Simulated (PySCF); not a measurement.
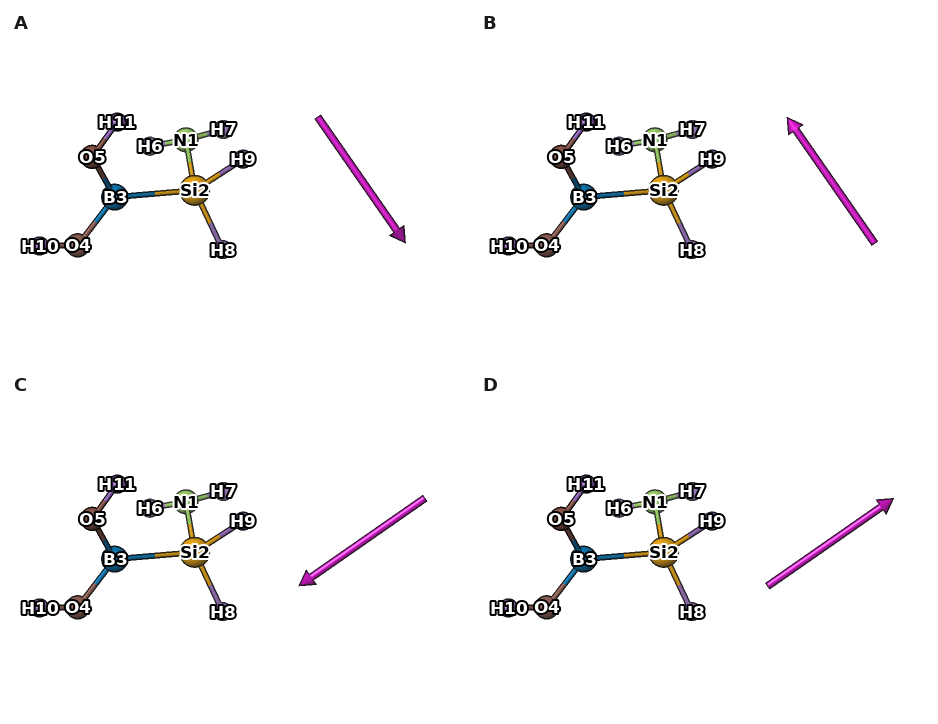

The same molecule four times, each with an arrow. Computed geometry: GFN2-xTB optimisation. No frequency run is at hand to confirm it as a minimum. Method: PBE0/pcSseg-1, gas phase (PySCF 2.14.0).

> Which arrow points along the dipole moment, from the negative to the positive end?

B. The dipole moment is 1.07 D; it points from the side of H8 to the side of H11 (the outermost atoms at the two ends).

The geometry is semi-empirical. Around B, Si such bond lengths and angles can be off by a tenth of an ångström or more and by several degrees, and values that hang on the shape move with them.
